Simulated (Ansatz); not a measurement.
**SiH₃+ (triplet): wave-function methods side by side at distance Si1–H3 = 2.757 Å, cc-pVDZ**

Aim: climb from Hartree-Fock through coupled cluster and multireference methods for SiH₃+ (triplet) at one geometry and basis, and see what each rung misses.

Program: Ansatz 0.2.0, Gaussian basis. Level of theory: cc-pVDZ, core rule «outside noble gas», up to 5 orbitals frozen. These are calculated values, not measurements.

The runs, in order: UHF; CCSD(T) on ROHF; CCSD(T) on UHF; BCCD(T) on ROHF; CISD; CCSDT(Q) on ROHF; CCSDT(Q) on UHF; CASSCF and MRCISD+Q, 4 electrons in 4 orbitals; CASSCF and NEVPT2, 4 electrons in 4 orbitals; CASSCF and MRCISD+Q, 6 electrons in 7 orbitals; CASSCF and MRCISD+Q(relaxed), 6 electrons in 7 orbitals; CASSCF and NEVPT2, 6 electrons in 7 orbitals; Full CI.

15 further runs of the same task are left out: 11 that didn't finish, 4 set aside as unsound or not needed.

## (1) What is computed

The geometry derives from a PBE0/def2-TZVP stationary point (not a proven minimum). One bond is set to the value named and the two fragments are kept rigid.

4 atoms, charge 1, spin multiplicity 3.

Atoms are counted from 1 here; the program's logs count them from 0.

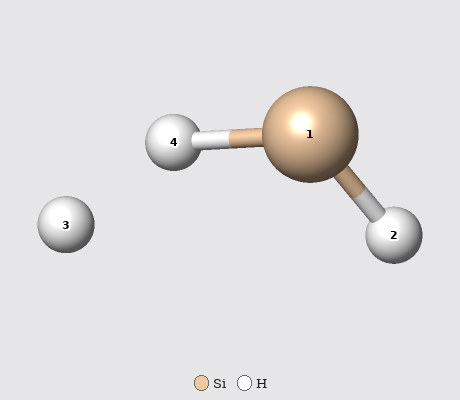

The structure; silicon light orange, hydrogen white; atoms are numbered from 1 in the order of the file.

In the tables R marks a restricted open-shell determinant and U an unrestricted one; 'valence' is the active space of 6 electrons in 7 orbitals; 'pair' is the active space of 4 electrons in 4 orbitals; energies count from the table's Hartree-Fock row.

## (2) UHF

File in.yaml:

```yaml
crystal:
  periodic: [false, false, false]
  atoms:
    - {symbol: Si, position_ang: [-0.008932, 0.075730, -0.110978]}
    - {symbol: H, position_ang: [-0.008932, -1.217417, -0.855710]}
    - {symbol: H, position_ang: [0.706062, -0.571057, 2.471947]}
    - {symbol: H, position_ang: [-0.448253, -0.321682, 1.476076]}
basis:
  gaussian: {orbitals: cc-pVDZ}
total_charge: 1
magnetization: {spin_polarized: true, initial_magnetization: 2}
hamiltonian: {xc: hf}
output: {orbitals: {seedname: orbitals}}
```

Launch:

```sh
$ ansatz run in.yaml --threads 1 --pin off --events-out ev --progress --plain --max-ram 2393MiB
```

Standard output:

```text
Functional definition: HF
  name "HF"
  cite "Fock, Z. Phys. 61, 126 (1930) doi:10.1007/BF01340294"
  parent pbe
  exchange = exact_x
  correlation = 0
316 factors; integrals over basis functions are off by at most 1.2e-3 eV
mean field evaluation 1: about -7895.2857 eV, gradient 6.8e0 eV
mean field evaluation 2: about -7895.2875 eV, gradient 6.8e0 eV
mean field evaluation 4: about -7896.4440 eV, gradient 1.8e0 eV
mean field evaluation 8: about -7896.6600 eV, gradient 1.8e-1 eV
mean field -7896.66259825 eV, -290.1969979355 hartree, gradient 2.3e-5 eV, S^2 2.017948; 0 other end points of the search recorded, 0 dependent functions left out
reference -7896.66259825 eV, -290.1969979355 hartree; 9, 7 occupied and 24, 26 virtual orbitals, 316 factors
Total energy: -7896.66259825 eV, -290.1969979355 hartree
```

Run time: 0.18 s. Hardware: 1 thread of AMD EPYC 7B13, shared host.

From the report: ⟨S²⟩ of the determinant 2.018 (pure triplet: 2.00).

## (3) CCSD(T) on ROHF

Edit in.yaml of step 2 so:

```diff
@@ -10,4 +10,3 @@
 total_charge: 1
-magnetization: {spin_polarized: true, initial_magnetization: 2}
-hamiltonian: {xc: hf}
-output: {orbitals: {seedname: orbitals}}
+magnetization: {spin_polarized: false, initial_magnetization: 2}
+correlation: {method: ccsd_t, electrons: outside_noble_gas}
```

Same command.

Standard output, shortened:

```text
Functional definition: HF
  name "HF"
  cite "Fock, Z. Phys. 61, 126 (1930) doi:10.1007/BF01340294"
  parent pbe
[...]
316 factors; integrals over basis functions are off by at most 1.2e-3 eV
[...]
mean field -7896.57782628 eV, -290.1938826230 hartree, gradient 2.9e-6 eV, S^2 2.000000; 1 other end points of the search recorded, 0 dependent functions left out
[...]
5 core orbitals not correlated: weight in the atoms' cores, before any rotation towards them, 1.000 or more for the frozen orbitals, at most 0.000 for the correlated occupied ones
reference -7896.57782628 eV, -290.1938826230 hartree; 4, 2 occupied and 24, 26 virtual orbitals, 316 factors
second order -1.84025617 eV of doubles, -0.04443187 eV of singles
cycle   1  -2.31407995 eV  change   -4.3e-1 eV  update   6.0e-2
[...]
cycle  15  -2.57275914 eV  change   -2.6e-6 eV  update   3.5e-6
perturbative correction -0.06095588 eV, -0.0022400874 hartree
Total energy: -7899.21154130 eV, -290.2906698648 hartree
```

It took 0.42 s on 1 thread of AMD EPYC 7B13, shared host.

From the report: correlation -2.6337 eV; T1 0.046; largest double amplitude 0.05.

## (4) CCSD(T) on UHF

Edit in.yaml of step 3 so:

```diff
@@ -10,3 +10,3 @@
 total_charge: 1
-magnetization: {spin_polarized: false, initial_magnetization: 2}
+magnetization: {spin_polarized: true, initial_magnetization: 2}
 correlation: {method: ccsd_t, electrons: outside_noble_gas}
```

The command is unchanged.

Standard output, shortened:

```text
Functional definition: HF
  name "HF"
  cite "Fock, Z. Phys. 61, 126 (1930) doi:10.1007/BF01340294"
  parent pbe
[...]
316 factors; integrals over basis functions are off by at most 1.2e-3 eV
[...]
mean field -7896.66259825 eV, -290.1969979355 hartree, gradient 2.3e-6 eV, S^2 2.017948; 1 other end points of the search recorded, 0 dependent functions left out
determinant -7896.66259825 eV, -290.1969979355 hartree, with singles and doubles -7899.14881046 eV, -290.2883645489 hartree
determinant -7895.03695154 eV, -290.1372565210 hartree, with singles and doubles -7897.58360321 eV, -290.2308442435 hartree
5 core orbitals not correlated: weight in the atoms' cores, before any rotation towards them, 1.000 or more for the frozen orbitals, at most 0.000 for the correlated occupied ones
reference -7896.66259825 eV, -290.1969979355 hartree; 4, 2 occupied and 24, 26 virtual orbitals, 316 factors
second order -1.82156433 eV of doubles, -0.00000000 eV of singles
cycle   1  -2.48653925 eV  change   -3.3e-4 eV  update   3.0e-3
[...]
cycle  10  -2.48981646 eV  change   -5.0e-6 eV  update   3.6e-6
perturbative correction -0.05957513 eV, -0.0021893455 hartree
Total energy: -7899.21198983 eV, -290.2906863481 hartree
```

Wall time 0.57 s (1 thread of AMD EPYC 7B13, shared host).

From the report: ⟨S²⟩ of the determinant 2.018 (pure triplet: 2.00); correlation -2.5494 eV; T1 0.030; largest double amplitude 0.05.

## (5) BCCD(T) on ROHF

Edit in.yaml of step 4 so:

```diff
@@ -10,3 +10,3 @@
 total_charge: 1
-magnetization: {spin_polarized: true, initial_magnetization: 2}
-correlation: {method: ccsd_t, electrons: outside_noble_gas}
+magnetization: {spin_polarized: false, initial_magnetization: 2}
+correlation: {method: bccd_t, electrons: outside_noble_gas}
```

Same command.

Standard output, shortened:

```text
Functional definition: HF
  name "HF"
  cite "Fock, Z. Phys. 61, 126 (1930) doi:10.1007/BF01340294"
  parent pbe
[...]
316 factors; integrals over basis functions are off by at most 1.2e-3 eV
[...]
mean field -7896.57782628 eV, -290.1938826230 hartree, gradient 2.9e-6 eV, S^2 2.000000; 1 other end points of the search recorded, 0 dependent functions left out
[...]
5 core orbitals not correlated: weight in the atoms' cores, before any rotation towards them, 1.000 or more for the frozen orbitals, at most 0.000 for the correlated occupied ones
reference -7896.57782628 eV, -290.1938826230 hartree; 4, 2 occupied and 24, 26 virtual orbitals, 316 factors
second order -1.84025617 eV of doubles, -0.04443187 eV of singles
cycle   1  -2.33259670 eV  change   -4.5e-1 eV  update   6.0e-2
[...]
cycle  15  -2.57047037 eV  change   -1.0e-6 eV  update   4.3e-6
perturbative correction -0.06405067 eV, -0.0023538188 hartree
Total energy: -7899.21234732 eV, -290.2906994856 hartree
```

It took 0.57 s on 1 thread of AMD EPYC 7B13, shared host.

From the report: correlation -2.6345 eV; largest double amplitude 0.05.

## (6) CISD

Edit in.yaml of step 5 so:

```diff
@@ -11,2 +11,2 @@
 magnetization: {spin_polarized: false, initial_magnetization: 2}
-correlation: {method: bccd_t, electrons: outside_noble_gas}
+correlation: {active_space: {ras: {orbitals: [2, 2, 24], electrons: 6, max_holes: 2, max_particles: 2}, fixed_orbitals: true}}
```

Launched as before.

Standard output:

```text
Functional definition: HF
  name "HF"
  cite "Fock, Z. Phys. 61, 126 (1930) doi:10.1007/BF01340294"
  parent pbe
  exchange = exact_x
  correlation = 0
316 factors; integrals over basis functions are off by at most 1.2e-3 eV
mean field evaluation 1: about -7895.1400 eV, gradient 6.9e0 eV
mean field evaluation 2: about -7895.1417 eV, gradient 6.9e0 eV
mean field evaluation 4: about -7896.2661 eV, gradient 2.3e0 eV
mean field evaluation 8: about -7896.5751 eV, gradient 3.6e-1 eV
mean field evaluation 16: about -7892.4449 eV, gradient 6.7e0 eV
mean field -7896.57782628 eV, -290.1938826230 hartree, gradient 2.9e-6 eV, S^2 2.000000; 1 other end points of the search recorded, 0 dependent functions left out
reference -7896.57782628 eV, -290.1938826230 hartree; 9, 7 occupied and 24, 26 virtual orbitals, 316 factors
state -7899.08040440 eV, -290.2858506728 hartree
Total energy: -7899.08040440 eV, -290.2858506728 hartree
```

Run time: 0.37 s. Hardware: 1 thread of AMD EPYC 7B13, shared host.

From the report: 23,248 determinants.

## (7) CCSDT(Q) on ROHF

Edit in.yaml of step 6 so:

```diff
@@ -11,2 +11,2 @@
 magnetization: {spin_polarized: false, initial_magnetization: 2}
-correlation: {active_space: {ras: {orbitals: [2, 2, 24], electrons: 6, max_holes: 2, max_particles: 2}, fixed_orbitals: true}}
+correlation: {method: ccsdt_q, electrons: outside_noble_gas}
```

The command is unchanged.

Standard output, shortened:

```text
Functional definition: HF
  name "HF"
  cite "Fock, Z. Phys. 61, 126 (1930) doi:10.1007/BF01340294"
  parent pbe
[...]
610 factors; integrals over basis functions are off by at most 2.4e-7 eV
[...]
mean field -7896.57785587 eV, -290.1938837106 hartree, gradient 2.9e-6 eV, S^2 2.000000; 1 other end points of the search recorded, 0 dependent functions left out
[...]
5 core orbitals not correlated: weight in the atoms' cores, before any rotation towards them, 1.000 or more for the frozen orbitals, at most 0.000 for the correlated occupied ones
reference -7896.57785587 eV, -290.1938837106 hartree; 4, 2 occupied and 24, 26 virtual orbitals, 610 factors
second order -1.84029070 eV of doubles, -0.04443183 eV of singles
cycle   1  -2.31408746 eV  change   -4.3e-1 eV  update   6.3e-2
[...]
cycle  21  -2.66373828 eV  change   -2.9e-7 eV  update   2.2e-7
perturbative correction -0.00138116 eV, -0.0000507566 hartree
Total energy: -7899.24297531 eV, -290.2918250433 hartree
```

Run time: 3.4 s. Hardware: 1 thread of AMD EPYC 7B13, shared host.

From the report: correlation -2.6651 eV; T1 0.053; largest double amplitude 0.07.

## (8) CCSDT(Q) on UHF

Edit in.yaml of step 7 so:

```diff
@@ -10,3 +10,3 @@
 total_charge: 1
-magnetization: {spin_polarized: false, initial_magnetization: 2}
+magnetization: {spin_polarized: true, initial_magnetization: 2}
 correlation: {method: ccsdt_q, electrons: outside_noble_gas}
```

The command is unchanged.

Standard output, shortened:

```text
Functional definition: HF
  name "HF"
  cite "Fock, Z. Phys. 61, 126 (1930) doi:10.1007/BF01340294"
  parent pbe
[...]
610 factors; integrals over basis functions are off by at most 2.4e-7 eV
[...]
mean field -7896.66262736 eV, -290.1969990055 hartree, gradient 2.3e-6 eV, S^2 2.017948; 1 other end points of the search recorded, 0 dependent functions left out
determinant -7896.66262736 eV, -290.1969990055 hartree, with singles and doubles -7899.14884127 eV, -290.2883656813 hartree
determinant -7895.03699109 eV, -290.1372579742 hartree, with singles and doubles -7897.58363209 eV, -290.2308453050 hartree
5 core orbitals not correlated: weight in the atoms' cores, before any rotation towards them, 1.000 or more for the frozen orbitals, at most 0.000 for the correlated occupied ones
reference -7896.66262736 eV, -290.1969990055 hartree; 4, 2 occupied and 24, 26 virtual orbitals, 610 factors
second order -1.82159769 eV of doubles, -0.00000000 eV of singles
cycle   1  -2.24388996 eV  change   -4.2e-1 eV  update   6.1e-2
[...]
cycle  21  -2.57928411 eV  change   -2.1e-7 eV  update   2.6e-7
perturbative correction -0.00156666 eV, -0.0000575736 hartree
Total energy: -7899.24347813 eV, -290.2918435218 hartree
```

Run time: 3.4 s. Hardware: 1 thread of AMD EPYC 7B13, shared host.

From the report: ⟨S²⟩ of the determinant 2.018 (pure triplet: 2.00); correlation -2.5809 eV; T1 0.037; largest double amplitude 0.07.

## (9) CASSCF and MRCISD+Q, 4 electrons in 4 orbitals

Edit in.yaml of step 8 so:

```diff
@@ -10,3 +10,3 @@
 total_charge: 1
-magnetization: {spin_polarized: true, initial_magnetization: 2}
-correlation: {method: ccsdt_q, electrons: outside_noble_gas}
+magnetization: {spin_polarized: false, initial_magnetization: 2}
+correlation: {method: fic_mrcisd_q, electrons: outside_noble_gas, active_space: {window: {electrons: 4, orbitals: 4}}}
```

The command is unchanged.

Standard output, shortened:

```text
Functional definition: HF
  name "HF"
  cite "Fock, Z. Phys. 61, 126 (1930) doi:10.1007/BF01340294"
  parent pbe
[...]
316 factors; integrals over basis functions are off by at most 1.2e-3 eV
[...]
mean field -7896.57782628 eV, -290.1938826230 hartree, gradient 2.9e-6 eV, S^2 2.000000; 1 other end points of the search recorded, 0 dependent functions left out
reference -7896.57782628 eV, -290.1938826230 hartree; 9, 7 occupied and 24, 26 virtual orbitals, 316 factors
state -7897.11951870 eV, -290.2137894523 hartree
contracted CI cycle   1: correlation 0.00000000 eV, 0.0000000000 hartree, residual 9.76e0 eV
contracted CI cycle   2: correlation -1.86846857 eV, -0.0686649534 hartree, residual 1.94e0 eV
contracted CI cycle   3: correlation -1.96498881 eV, -0.0722120069 hartree, residual 6.60e-1 eV
contracted CI cycle   4: correlation -1.97782043 eV, -0.0726835602 hartree, residual 2.68e-1 eV
contracted CI cycle   5: correlation -1.97998851 eV, -0.0727632358 hartree, residual 1.22e-1 eV
contracted CI cycle   6: correlation -1.98046573 eV, -0.0727807732 hartree, residual 6.06e-2 eV
contracted CI cycle   7: correlation -1.98057895 eV, -0.0727849340 hartree, residual 2.83e-2 eV
contracted CI cycle   8: correlation -1.98060432 eV, -0.0727858661 hartree, residual 1.43e-2 eV
contracted CI cycle   9: correlation -1.98061061 eV, -0.0727860975 hartree, residual 6.70e-3 eV
contracted CI cycle  10: correlation -1.98061173 eV, -0.0727861385 hartree, residual 2.32e-3 eV
contracted CI cycle  11: correlation -1.98061185 eV, -0.0727861430 hartree, residual 7.93e-4 eV
state -7897.11951870 eV, -290.2137894523 hartree; corrected -7899.22132440 eV, -290.2910293870 hartree
Total energy: -7899.22132440 eV, -290.2910293870 hartree
```

Wall time 0.57 s (1 thread of AMD EPYC 7B13, shared host).

From the report: 36 determinants; active occupations 1.96, 1.01, 1.00, 0.04.

## (10) CASSCF and NEVPT2, 4 electrons in 4 orbitals

Edit in.yaml of step 9 so:

```diff
@@ -11,2 +11,2 @@
 magnetization: {spin_polarized: false, initial_magnetization: 2}
-correlation: {method: fic_mrcisd_q, electrons: outside_noble_gas, active_space: {window: {electrons: 4, orbitals: 4}}}
+correlation: {method: sc_nevpt2, electrons: outside_noble_gas, active_space: {window: {electrons: 4, orbitals: 4}}}
```

Same command.

Standard output:

```text
Functional definition: HF
  name "HF"
  cite "Fock, Z. Phys. 61, 126 (1930) doi:10.1007/BF01340294"
  parent pbe
  exchange = exact_x
  correlation = 0
316 factors; integrals over basis functions are off by at most 1.2e-3 eV
mean field evaluation 1: about -7895.1400 eV, gradient 6.9e0 eV
mean field evaluation 2: about -7895.1417 eV, gradient 6.9e0 eV
mean field evaluation 4: about -7896.2661 eV, gradient 2.3e0 eV
mean field evaluation 8: about -7896.5751 eV, gradient 3.6e-1 eV
mean field evaluation 16: about -7892.4449 eV, gradient 6.7e0 eV
mean field -7896.57782628 eV, -290.1938826230 hartree, gradient 2.9e-6 eV, S^2 2.000000; 1 other end points of the search recorded, 0 dependent functions left out
reference -7896.57782628 eV, -290.1938826230 hartree; 9, 7 occupied and 24, 26 virtual orbitals, 316 factors
state -7897.11951870 eV, -290.2137894523 hartree
state -7897.11951870 eV, -290.2137894523 hartree; corrected -7898.55310013 eV, -290.2664725983 hartree
Total energy: -7898.55310013 eV, -290.2664725983 hartree
```

It took 0.33 s on 1 thread of AMD EPYC 7B13, shared host.

From the report: 36 determinants; active occupations 1.96, 1.01, 1.00, 0.04.

## (11) CASSCF and MRCISD+Q, 6 electrons in 7 orbitals

Edit in.yaml of step 10 so:

```diff
@@ -11,2 +11,2 @@
 magnetization: {spin_polarized: false, initial_magnetization: 2}
-correlation: {method: sc_nevpt2, electrons: outside_noble_gas, active_space: {window: {electrons: 4, orbitals: 4}}}
+correlation: {method: fic_mrcisd_q, electrons: outside_noble_gas, active_space: {window: {electrons: 6, orbitals: 7}, shells: [{species: H, l: s, shell: 1}, {species: Si, l: s, shell: 3}, {species: Si, l: p, shell: 3}]}}
```

Same command.

Standard output, shortened:

```text
Functional definition: HF
  name "HF"
  cite "Fock, Z. Phys. 61, 126 (1930) doi:10.1007/BF01340294"
  parent pbe
[...]
610 factors; integrals over basis functions are off by at most 2.4e-7 eV
[...]
mean field -7896.57785587 eV, -290.1938837106 hartree, gradient 2.9e-6 eV, S^2 2.000000; 1 other end points of the search recorded, 0 dependent functions left out
reference -7896.57785587 eV, -290.1938837106 hartree; 9, 7 occupied and 24, 26 virtual orbitals, 610 factors
state -7897.82624031 eV, -290.2397609923 hartree
contracted CI cycle   1: correlation 0.00000000 eV, 0.0000000000 hartree, residual 8.34e0 eV
contracted CI cycle   2: correlation -1.29827649 eV, -0.0477107811 hartree, residual 1.80e0 eV
contracted CI cycle   3: correlation -1.35812387 eV, -0.0499101316 hartree, residual 4.06e-1 eV
contracted CI cycle   4: correlation -1.36088187 eV, -0.0500114864 hartree, residual 9.14e-2 eV
contracted CI cycle   5: correlation -1.36101981 eV, -0.0500165553 hartree, residual 2.13e-2 eV
contracted CI cycle   6: correlation -1.36102790 eV, -0.0500168529 hartree, residual 5.25e-3 eV
contracted CI cycle   7: correlation -1.36102837 eV, -0.0500168701 hartree, residual 1.25e-3 eV
contracted CI cycle   8: correlation -1.36102840 eV, -0.0500168711 hartree, residual 3.16e-4 eV
state -7897.82624031 eV, -290.2397609923 hartree; corrected -7899.23139650 eV, -290.2913995302 hartree
Total energy: -7899.23139650 eV, -290.2913995302 hartree
Checks for a lower state left out: starts, orbital_swaps
```

Run time: 2.1 s. Hardware: 1 thread of AMD EPYC 7B13, shared host.

From the report: 1,225 determinants; active occupations 1.97, 1.94, 1.01, 0.99, 0.04, 0.03, 0.02.

## (12) CASSCF and MRCISD+Q(relaxed), 6 electrons in 7 orbitals

File in.yaml:

```yaml
crystal:
  periodic: [false, false, false]
  atoms:
    - {symbol: Si, position_ang: [-0.008932, 0.075730, -0.110978]}
    - {symbol: H, position_ang: [-0.008932, -1.217417, -0.855710]}
    - {symbol: H, position_ang: [0.706062, -0.571057, 2.471947]}
    - {symbol: H, position_ang: [-0.448253, -0.321682, 1.476076]}
basis:
  gaussian: {orbitals: cc-pVDZ}
total_charge: 1
magnetization: {spin_polarized: false, initial_magnetization: 2}
correlation: {method: fic_mrcisd_q_relaxed, electrons: outside_noble_gas, active_space: {window: {electrons: 6, orbitals: 7}, shells: [{species: H, l: s, shell: 1}, {species: Si, l: s, shell: 3}, {species: Si, l: p, shell: 3}]}}
```

Launched as before.

Standard output, shortened:

```text
Functional definition: HF
  name "HF"
  cite "Fock, Z. Phys. 61, 126 (1930) doi:10.1007/BF01340294"
  parent pbe
[...]
610 factors; integrals over basis functions are off by at most 2.4e-7 eV
[...]
mean field -7896.57785587 eV, -290.1938837106 hartree, gradient 2.9e-6 eV, S^2 2.000000; 1 other end points of the search recorded, 0 dependent functions left out
reference -7896.57785587 eV, -290.1938837106 hartree; 9, 7 occupied and 24, 26 virtual orbitals, 610 factors
state -7897.82624031 eV, -290.2397609923 hartree
contracted CI cycle   1: correlation 0.00000000 eV, 0.0000000000 hartree, residual 8.34e0 eV
contracted CI cycle   2: correlation -1.29827649 eV, -0.0477107811 hartree, residual 1.97e0 eV
contracted CI cycle   3: correlation -1.37534237 eV, -0.0505429000 hartree, residual 6.45e-1 eV
contracted CI cycle   4: correlation -1.38348679 eV, -0.0508422019 hartree, residual 2.38e-1 eV
[...]
contracted CI cycle   7: correlation -1.38536063 eV, -0.0509110641 hartree, residual 4.80e-2 eV
contracted CI cycle   8: correlation -1.38544086 eV, -0.0509140124 hartree, residual 3.52e-2 eV
contracted CI cycle   9: correlation -1.38548101 eV, -0.0509154880 hartree, residual 2.32e-2 eV
contracted CI cycle  10: correlation -1.38549678 eV, -0.0509160677 hartree, residual 1.43e-2 eV
contracted CI cycle  11: correlation -1.38550307 eV, -0.0509162986 hartree, residual 9.00e-3 eV
contracted CI cycle  12: correlation -1.38550553 eV, -0.0509163890 hartree, residual 5.51e-3 eV
contracted CI cycle  13: correlation -1.38550646 eV, -0.0509164232 hartree, residual 3.46e-3 eV
contracted CI cycle  14: correlation -1.38550679 eV, -0.0509164353 hartree, residual 1.94e-3 eV
contracted CI cycle  15: correlation -1.38550689 eV, -0.0509164389 hartree, residual 1.04e-3 eV
state -7897.82624031 eV, -290.2397609923 hartree; corrected -7899.25879522 eV, -290.2924064143 hartree
Total energy: -7899.25879522 eV, -290.2924064143 hartree
Checks for a lower state left out: starts, orbital_swaps
```

It took 2.7 s on 1 thread of AMD EPYC 7B13, shared host.

From the report: 1,225 determinants; active occupations 1.97, 1.94, 1.01, 0.99, 0.04, 0.03, 0.02.

[end of part 1 of 2]
